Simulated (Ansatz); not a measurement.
**CH₄BFOS: from a rough start to a minimum**

What shape does CH₄BFOS take? The plan is to relax it, check the end point by its vibrations and derive ideal-gas thermochemistry, and look at its orbitals and charge.

Computed with Ansatz 0.2.0, Gaussian basis. Level: RKS PBE0-D4/def2-TZVP.

The runs, in order: relaxation at PBE-D4/def2-SVP; relaxation at PBE0-D4/def2-TZVP; harmonic vibrations at the same level; a single point in def2-TZVPP for the fields.

## Step 1: The starting structure

SMILES `OCB(F)S`, 9 atoms, charge 0, spin multiplicity 1.

Atoms are counted from 1 here; the program's logs count them from 0.

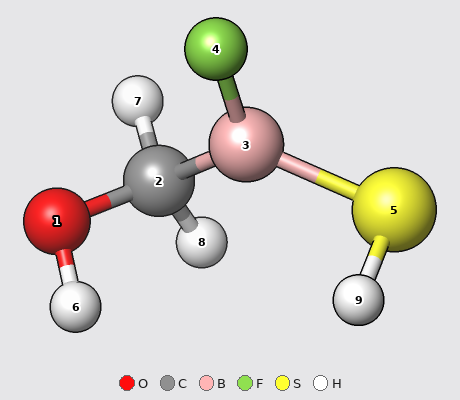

As it starts; oxygen red, carbon grey, boron pink, fluorine green, sulfur yellow, hydrogen white; atoms are numbered from 1 in the order of the file.

The start is a force-field geometry with small random shifts, so a cheaper pass at PBE-D4/def2-SVP comes first.

## Step 2: Optimising with PBE-D4/def2-SVP (cheap first pass)

Input file in.yaml:

```yaml
crystal:
  periodic: [false, false, false]
  atoms:
    - {symbol: O, position_ang: [-0.647900, -1.300800, -0.974800]}
    - {symbol: C, position_ang: [0.164100, -0.917300, 0.061100]}
    - {symbol: B, position_ang: [0.612000, 0.598100, -0.105400]}
    - {symbol: F, position_ang: [1.428100, 1.022500, -1.283300]}
    - {symbol: S, position_ang: [0.279500, 1.843100, 1.246100]}
    - {symbol: H, position_ang: [-1.593400, -0.887100, -0.747000]}
    - {symbol: H, position_ang: [1.087400, -1.569600, 0.024800]}
    - {symbol: H, position_ang: [-0.290200, -1.047000, 1.040400]}
    - {symbol: H, position_ang: [-0.951100, 2.211800, 0.720900]}
basis:
  gaussian: {orbitals: def2-SVP}
hamiltonian: {xc: pbe, dispersion: d4}
relax: {f_tol: 0.03, max_steps: 200}
```

The run is started by

```bash
ansatz run in.yaml --threads 2 --pin off --events-out ev --progress --plain --max-ram 4352MiB
```

Output, shortened:

```text
Functional definition: PBE
  name "PBE"
  cite "Perdew, Burke & Ernzerhof, Phys. Rev. Lett. 77, 3865 (1996) doi:10.1103/PhysRevLett.77.3865"
  parent pbe
[...]
1040 factors; their error is unknown
[...]
mean field -17358.19974883 eV, -637.9020749591 hartree, gradient 7.2e-5 eV, S^2 0.000000; 0 other end points of the search recorded, 0 dependent functions left out
[...]
reference -17358.19977879 eV, -637.9020760601 hartree; 24, 24 occupied and 70, 70 virtual orbitals, 1040 factors
relax step   1: F+E_penalty+E_count = -17358.36558652 eV  Δ(F+E_penalty+E_count) = +0.000e0 eV  max|allowed force component| = 4.265e0 eV/Å  Δτ_max = 0.0000 Å  (29 SCF iters, accepted)
[...]
relax step   6: F+E_penalty+E_count = -17359.23487807 eV  Δ(F+E_penalty+E_count) = -9.419e-2 eV  max|allowed force component| = 9.381e-1 eV/Å  Δτ_max = 0.1950 Å  (35 SCF iters, accepted)
[...]
relax step  11: F+E_penalty+E_count = -17359.67254144 eV  Δ(F+E_penalty+E_count) = -2.360e-2 eV  max|allowed force component| = 1.631e-1 eV/Å  Δτ_max = 0.1465 Å  (28 SCF iters, accepted)
[...]
relax step  16: F+E_penalty+E_count = -17359.72338042 eV  Δ(F+E_penalty+E_count) = -1.139e-2 eV  max|allowed force component| = 5.158e-2 eV/Å  Δτ_max = 0.0964 Å  (28 SCF iters, accepted)
[...]
relax step  21: F+E_penalty+E_count = -17359.73500795 eV  Δ(F+E_penalty+E_count) = -3.348e-4 eV  max|allowed force component| = 5.526e-2 eV/Å  Δτ_max = 0.0266 Å  (30 SCF iters, accepted)
[...]
relax step  22: F+E_penalty+E_count = -17359.73527387 eV  Δ(F+E_penalty+E_count) = -2.659e-4 eV  max|allowed force component| = 2.914e-2 eV/Å  Δτ_max = 0.0324 Å  (29 SCF iters, accepted)
1040 factors; their error is unknown
[...]
mean field -17359.56778967 eV, -637.9523495329 hartree, gradient 1.4e-5 eV, S^2 0.000000; 1 other end points of the search recorded, 0 dependent functions left out
[...]
reference -17359.56781808 eV, -637.9523505766 hartree; 24, 24 occupied and 70, 70 virtual orbitals, 1040 factors
Total energy: -17359.73530227 eV, -637.9585055073 hartree
Atom 0 at    -0.165278    -1.675959    -0.900384 Å, force    -0.007025    -0.001167    -0.014401 eV/Å
Atom 1 at    -0.184496    -0.710878     0.138289 Å, force     0.002529     0.001108     0.001293 eV/Å
Atom 2 at     0.278296     0.739672    -0.301152 Å, force    -0.029145     0.019649     0.004230 eV/Å
Atom 3 at     0.371363     1.007560    -1.615266 Å, force     0.010249    -0.006249    -0.003767 eV/Å
Atom 4 at     0.616003     2.124341     0.821783 Å, force     0.004266    -0.013242     0.005185 eV/Å
Atom 5 at    -0.508749    -1.240940    -1.702639 Å, force     0.007498    -0.004426     0.013957 eV/Å
Atom 6 at     0.475479    -1.082303     0.954389 Å, force     0.005188    -0.003302     0.002134 eV/Å
Atom 7 at    -1.195129    -0.617216     0.625924 Å, force     0.003247     0.002091    -0.004583 eV/Å
Atom 8 at     0.401011     1.409423     1.961856 Å, force     0.003192     0.005539    -0.004048 eV/Å
Dipole moment:    -0.164912     0.071182     0.250628 e Å
```

Wall time 47 s (2 threads of Arm Neoverse V1, shared host).

The steps of the relaxation: (the energy doesn't fall at every step)

```
step  energy from step 1 (eV)  largest force component (eV/Å)
   1                   0.0000                          4.2648
   2                  -0.4717                          2.7831
   3                  -0.6159                          1.5777
   4                  -0.7080                          0.2584
   5                  -0.7751                          0.3853
   6                  -0.8693                          0.9381
   7                  -0.9893                          1.3171
   8                  -1.1416                          0.8071
   9                  -1.2260                          0.5323
  10                  -1.2834                          0.2729
  11                  -1.3070                          0.1631
  12                  -1.3232                          0.2830
  13                  -1.3288                          0.2361
  14                  -1.3464                          0.3076
  15                  -1.3415                          0.4853
  16                  -1.3578                          0.0516
  17                  -1.3628                          0.0916
  18                  -1.3655                          0.2187
  19                  -1.3678                          0.0982
  20                  -1.3691                          0.0633
  21                  -1.3694                          0.0553
  22                  -1.3697                          0.0291
```

Distances of close pairs at the start and the end, largest changes first:

| bond | before (Å) | after (Å) | change (Å) |
| --- | --- | --- | --- |
| B3–F4 | 1.495 | 1.344 | -0.150 |
| O1–H6 | 1.057 | 0.975 | -0.082 |
| B3–S5 | 1.867 | 1.814 | -0.053 |
| O1–C2 | 1.371 | 1.418 | +0.047 |
| C2–H8 | 1.087 | 1.126 | +0.039 |
| S5–H9 | 1.388 | 1.363 | -0.025 |
| C2–H7 | 1.131 | 1.113 | -0.018 |
| C2–B3 | 1.589 | 1.585 | -0.004 |

## Step 3: Geometry optimisation, PBE0-D4/def2-TZVP

Input file in.yaml:

```yaml
crystal:
  periodic: [false, false, false]
  atoms:
    - {symbol: O, position_ang: [-0.165278, -1.675959, -0.900384]}
    - {symbol: C, position_ang: [-0.184496, -0.710878, 0.138289]}
    - {symbol: B, position_ang: [0.278296, 0.739672, -0.301152]}
    - {symbol: F, position_ang: [0.371363, 1.007560, -1.615266]}
    - {symbol: S, position_ang: [0.616003, 2.124341, 0.821783]}
    - {symbol: H, position_ang: [-0.508749, -1.240940, -1.702639]}
    - {symbol: H, position_ang: [0.475479, -1.082303, 0.954389]}
    - {symbol: H, position_ang: [-1.195129, -0.617216, 0.625924]}
    - {symbol: H, position_ang: [0.401011, 1.409423, 1.961856]}
basis:
  gaussian: {orbitals: def2-TZVP}
hamiltonian: {xc: pbe0, dispersion: d4}
relax: {f_tol: 0.005, max_steps: 150}
```

Same command.

Output, shortened:

```text
Functional definition: PBE0
  name "PBE0"
  cite "Adamo & Barone, J. Chem. Phys. 110, 6158 (1999) doi:10.1063/1.478522"
  cite "Perdew, Burke & Ernzerhof, Phys. Rev. Lett. 77, 3865 (1996) doi:10.1103/PhysRevLett.77.3865"
  parent pbe
[...]
1103 factors; their error is unknown
[...]
mean field -17372.22715069 eV, -638.4175724693 hartree, gradient 2.3e-5 eV, S^2 0.000000; 0 other end points of the search recorded, 0 dependent functions left out
[...]
reference -17372.22717925 eV, -638.4175735191 hartree; 24, 24 occupied and 161, 161 virtual orbitals, 1103 factors
relax step   1: F+E_penalty+E_count = -17372.36781943 eV  Δ(F+E_penalty+E_count) = +0.000e0 eV  max|allowed force component| = 5.824e-1 eV/Å  Δτ_max = 0.0000 Å  (28 SCF iters, accepted)
[...]
Total energy: -17372.40753814 eV, -638.4242015860 hartree
Atom 0 at    -0.283594    -1.659310    -0.882534 Å, force    -0.000353     0.003203    -0.004372 eV/Å
Atom 1 at    -0.204392    -0.705004     0.156212 Å, force     0.000864    -0.000375     0.001613 eV/Å
Atom 2 at     0.248371     0.728143    -0.298730 Å, force    -0.000767    -0.000746     0.001253 eV/Å
Atom 3 at     0.344223     0.975153    -1.604729 Å, force     0.000360    -0.000055    -0.001827 eV/Å
Atom 4 at     0.616209     2.100466     0.807454 Å, force     0.000466     0.001045     0.000628 eV/Å
Atom 5 at    -0.349702    -1.196182    -1.721557 Å, force     0.000254    -0.002974     0.003655 eV/Å
Atom 6 at     0.489067    -1.086495     0.915789 Å, force    -0.001041     0.000459    -0.001007 eV/Å
Atom 7 at    -1.175368    -0.612117     0.672038 Å, force     0.000244    -0.000470     0.000022 eV/Å
Atom 8 at     0.403686     1.409046     1.938858 Å, force    -0.000026    -0.000087     0.000035 eV/Å
Dipole moment:    -0.066817     0.121845     0.263027 e Å
```

Wall time 90 s (2 threads of Arm Neoverse V1, shared host).

Step by step:

```
step  energy from step 1 (eV)  largest force component (eV/Å)
   1                   0.0000                          0.5824
   2                  -0.0304                          0.2442
   3                  -0.0311                          0.3130
   4                  -0.0370                          0.0440
   5                  -0.0373                          0.0245
   6                  -0.0380                          0.0598
   7                  -0.0384                          0.0792
   8                  -0.0388                          0.1282
   9                  -0.0395                          0.0143
  10                  -0.0392                          0.0553
  11                  -0.0395                          0.0042
  12                  -0.0396                          0.0198
  13                  -0.0390                          0.0935
  14                  -0.0397                          0.0063
  15                  -0.0397                          0.0049
  16                  -0.0397                          0.0063
  17                  -0.0397                          0.0044
```

The force was under the threshold of 0.005 eV/Å already at step 11, but the program went on to step 17.

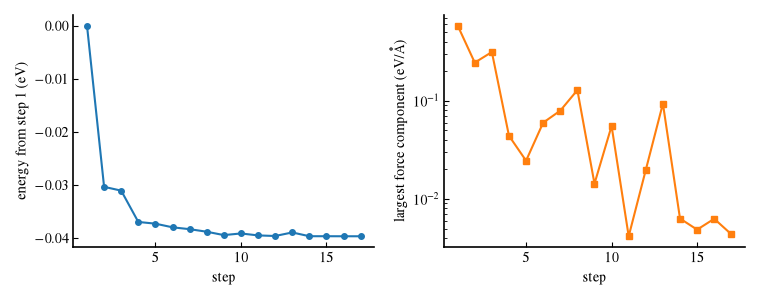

Energy and largest force along the relaxation.

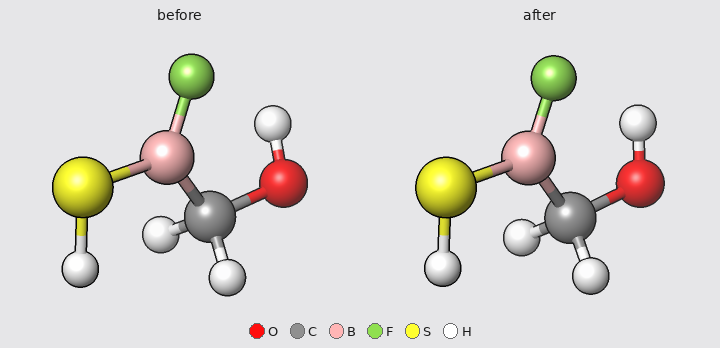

The geometry before (left) and after (right).

Close pairs (by a distance rule), those that changed most:

```
 bond  before (Å)  after (Å)  change (Å)
C2–H8       1.126      1.103      -0.023
S5–H9       1.363      1.343      -0.020
C2–H7       1.113      1.097      -0.016
O1–H6       0.975      0.961      -0.014
C2–B3       1.585      1.570      -0.014
B3–S5       1.814      1.801      -0.014
B3–F4       1.344      1.333      -0.012
O1–C2       1.418      1.413      -0.005
```

Mulliken charges of the relaxed molecule (report file):

```csv
atom,value (e)
O1,-0.45
C2,-0.09
B3,0.25
F4,-0.24
S5,-0.19
H6,0.32
H7,0.13
H8,0.12
H9,0.16
```

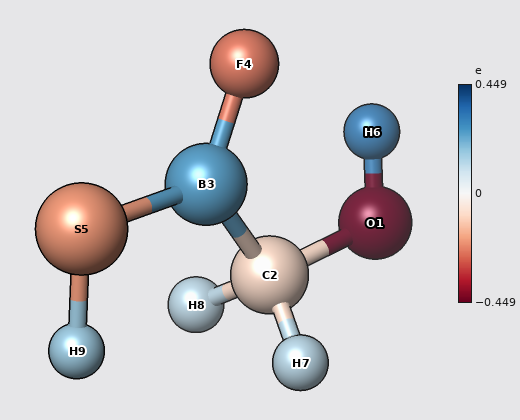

Mulliken charges of the relaxed molecule (report file), as colours on the atoms.

## Step 4: Force constants and modes

Input file in.yaml:

```yaml
crystal:
  periodic: [false, false, false]
  atoms:
    - {symbol: O, position_ang: [-0.283594, -1.659310, -0.882534]}
    - {symbol: C, position_ang: [-0.204392, -0.705004, 0.156212]}
    - {symbol: B, position_ang: [0.248371, 0.728143, -0.298730]}
    - {symbol: F, position_ang: [0.344223, 0.975153, -1.604729]}
    - {symbol: S, position_ang: [0.616209, 2.100466, 0.807454]}
    - {symbol: H, position_ang: [-0.349702, -1.196182, -1.721557]}
    - {symbol: H, position_ang: [0.489067, -1.086495, 0.915789]}
    - {symbol: H, position_ang: [-1.175368, -0.612117, 0.672038]}
    - {symbol: H, position_ang: [0.403686, 1.409046, 1.938858]}
basis:
  gaussian: {orbitals: def2-TZVP}
hamiltonian: {xc: pbe0, dispersion: d4}
phonons: {temperatures: {t_min: 298.15, t_max: 900, t_step: 200}}
```

Same command.

Output, shortened:

```text
Functional definition: PBE0
  name "PBE0"
  cite "Adamo & Barone, J. Chem. Phys. 110, 6158 (1999) doi:10.1063/1.478522"
  cite "Perdew, Burke & Ernzerhof, Phys. Rev. Lett. 77, 3865 (1996) doi:10.1103/PhysRevLett.77.3865"
  parent pbe
[...]
1103 factors; their error is unknown
[...]
mean field -17372.26617909 eV, -638.4190067367 hartree, gradient 2.2e-5 eV, S^2 0.000000; 0 other end points of the search recorded, 0 dependent functions left out
[...]
reference -17372.26620729 eV, -638.4190077729 hartree; 24, 24 occupied and 161, 161 virtual orbitals, 1103 factors
[...]
1103 factors; their error is unknown
mean field -17372.26616136 eV, -638.4190060852 hartree, gradient 2.6e-6 eV, S^2 0.000000; 0 other end points of the search recorded, 0 dependent functions left out
[...]
reference -17372.26618956 eV, -638.4190071215 hartree; 24, 24 occupied and 161, 161 virtual orbitals, 1103 factors
[...]
Atom 1 at    -0.204392    -0.705004     0.156212 Å, force     0.000875    -0.000344     0.001601 eV/Å
Atom 2 at     0.248371     0.728143    -0.298730 Å, force    -0.000750    -0.000752     0.001254 eV/Å
Atom 3 at     0.344223     0.975153    -1.604729 Å, force     0.000347    -0.000058    -0.001816 eV/Å
Atom 4 at     0.616209     2.100466     0.807454 Å, force     0.000455     0.001030     0.000630 eV/Å
Atom 5 at    -0.349702    -1.196182    -1.721557 Å, force     0.000252    -0.002967     0.003638 eV/Å
Atom 6 at     0.489067    -1.086495     0.915789 Å, force    -0.001049     0.000441    -0.000995 eV/Å
Atom 7 at    -1.175368    -0.612117     0.672038 Å, force     0.000244    -0.000471     0.000026 eV/Å
Atom 8 at     0.403686     1.409046     1.938858 Å, force    -0.000022    -0.000073     0.000026 eV/Å
Dipole moment:    -0.066817     0.121845     0.263026 e Å
Vibrations: 61.61 169.04 196.58 292.59 351.28 411.12 437.37 702.67 816.06 846.78 1032.17 1122.56 1227.00 1280.90 1333.71 1408.26 1465.45 2716.56 2971.68 3049.00 3858.13 cm⁻¹, zero-point energy 1.596329 eV
```

Run time: 3.1 min. Hardware: 2 threads of Arm Neoverse V1, shared host.

Motions are named by where the mode's potential energy lies. The modes, unscaled (a negative number is an imaginary wavenumber):

```
mode  cm⁻¹                 motion
   1    62                torsion
   2   169      torsion with bend
   3   197      bend with torsion
   4   293                   bend
   5   351                torsion
   6   411  bend with B–S stretch
   7   437                torsion
   8   703  bend with B–C stretch
   9   816                   bend
  10   847      torsion with bend
  11  1032    C–O and B–S stretch
  12  1123  C–O stretch with bend
  13  1227                   bend
  14  1281                   bend
  15  1334            B–F stretch
  16  1408                   bend
  17  1465                   bend
  18  2717            S–H stretch
  19  2972            C–H stretch
  20  3049            C–H stretch
  21  3858            O–H stretch
```

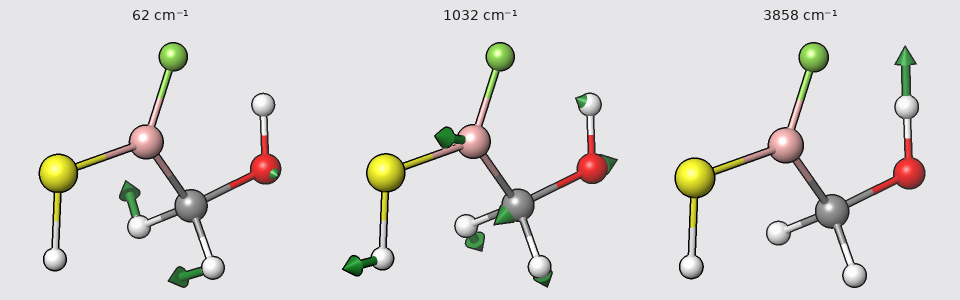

Displacements of 3 modes, as arrows.

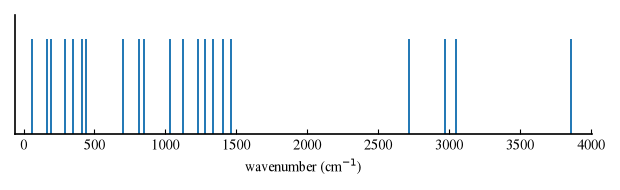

The harmonic wavenumbers as sticks (no intensities were computed).

Ideal gas, rigid rotor and harmonic oscillator at 298.15 K and 1 bar, with symmetry number 1:

```csv
term,value
zero-point energy,154.0 kJ/mol
H(298) − E,173.7 kJ/mol
"entropy, translation",165.5 J/(mol K)
"entropy, rotation",111.8 J/(mol K)
"entropy, vibration",59.9 J/(mol K)
"entropy, total",337.2 J/(mol K)
```

## Step 5: Fields at the relaxed geometry

in.yaml, as its differences from that of step 4:

```diff
@@ -13,4 +13,4 @@
 basis:
-  gaussian: {orbitals: def2-TZVP}
+  gaussian: {orbitals: def2-TZVPP}
 hamiltonian: {xc: pbe0, dispersion: d4}
-phonons: {temperatures: {t_min: 298.15, t_max: 900, t_step: 200}}
+output: {orbitals: {seedname: orbitals}}
```

Same command.

Output:

```text
Functional definition: PBE0
  name "PBE0"
  cite "Adamo & Barone, J. Chem. Phys. 110, 6158 (1999) doi:10.1063/1.478522"
  cite "Perdew, Burke & Ernzerhof, Phys. Rev. Lett. 77, 3865 (1996) doi:10.1103/PhysRevLett.77.3865"
  parent pbe
  parameter a = 0.25
  parameter kappa = 0.804
  parameter beta = 0.06672455060314922
  exchange = (1 - a)*pbe_x(kappa = kappa, mu = beta*pi^2/3) + a*exact_x
  correlation = pbe_c(beta = beta)
1207 factors; their error is unknown
mean field evaluation 1: about -17366.8786 eV, gradient 5.4e1 eV
mean field evaluation 2: about -17363.2160 eV, gradient 7.1e1 eV
mean field evaluation 4: about -17372.3093 eV, gradient 2.8e0 eV
mean field evaluation 8: about -17372.3245 eV, gradient 4.2e-2 eV
mean field evaluation 16: about -17372.3442 eV, gradient 7.4e-5 eV
mean field -17372.34421922 eV, -638.4218746586 hartree, gradient 7.4e-5 eV, S^2 0.000000; 0 other end points of the search recorded, 0 dependent functions left out
reference -17372.34424776 eV, -638.4218757074 hartree; 24, 24 occupied and 198, 198 virtual orbitals, 1207 factors
Total energy: -17372.48557691 eV, -638.4270694578 hartree
```

Run time: 4.4 s. Hardware: 2 threads of Arm Neoverse V1, shared host; peak memory 0.46 GiB.

Orbitals, density, ELF and potential are computed afterwards from the orbital file.

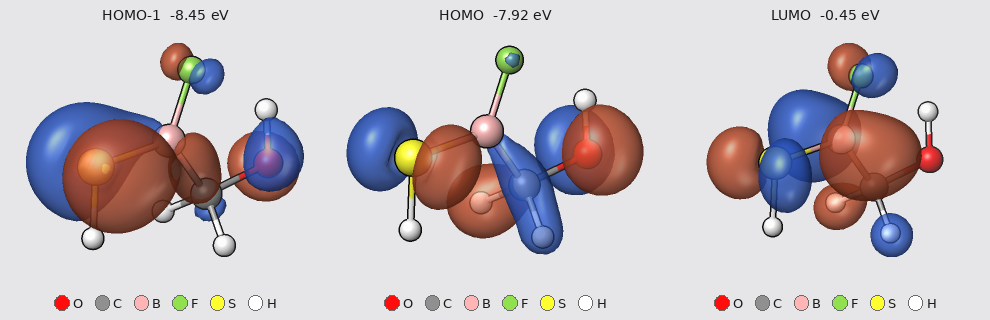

Frontier orbitals at PBE0-D4/def2-TZVPP; each surface holds 70 % of the orbital's density, blue and red mark the sign.

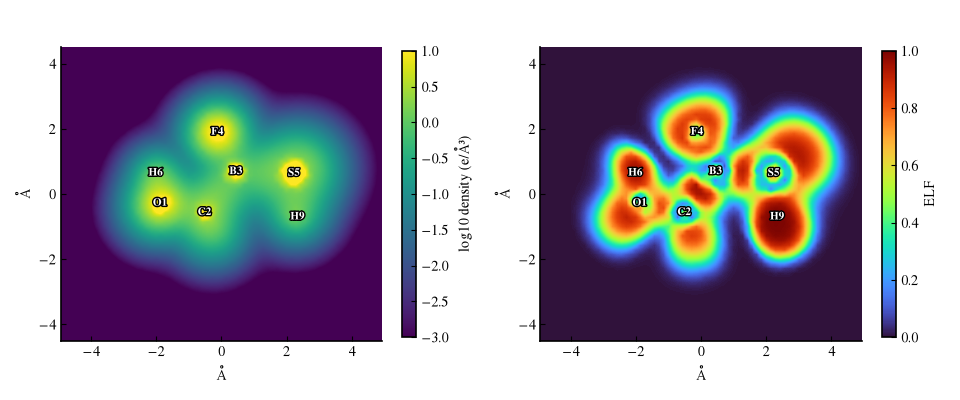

Density (left) and ELF (right) in a plane through or near 7 of the atoms.

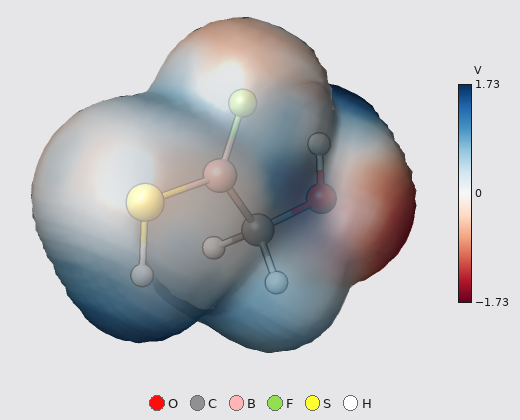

The potential that a unit positive charge feels on the 0.002 e/bohr³ surface, from -1.43 V near O1 to 1.73 V near H6.

## Step 6: What came out

| quantity | value |
| --- | --- |
| point group | C1 |
| steps | 22 + 17 |
| shift from the start (rms) | 1.120 Å |
| total energy | -17372.4075 eV |
| dispersion term | -141 meV |
| dipole moment | 1.43 D |
| lowest, highest wavenumber | 62, 3858 cm⁻¹ |
| zero-point energy | 154.0 kJ/mol |
| entropy at 298.15 K | 337.2 J/(mol K) |
| HOMO, LUMO | -7.92, -0.45 eV |

What this shows: The relaxed geometry lies 1.12 Å (rms) from the start; the bond that changed most is B3–F4, from 1.495 to 1.333 Å. No mode is imaginary: a true minimum at this level. The stiffest mode, 3858 cm⁻¹, is an O–H stretch, and 3 modes under 200 cm⁻¹ make the vibrational entropy uncertain. Harmonic hybrid wavenumbers usually lie a few per cent above measured fundamentals. The largest Mulliken charge, -0.45 e, sits on O1. The HOMO lies mostly on O1 45 %; S5 22 % and the LUMO on B3 55 %; S5 15 %.
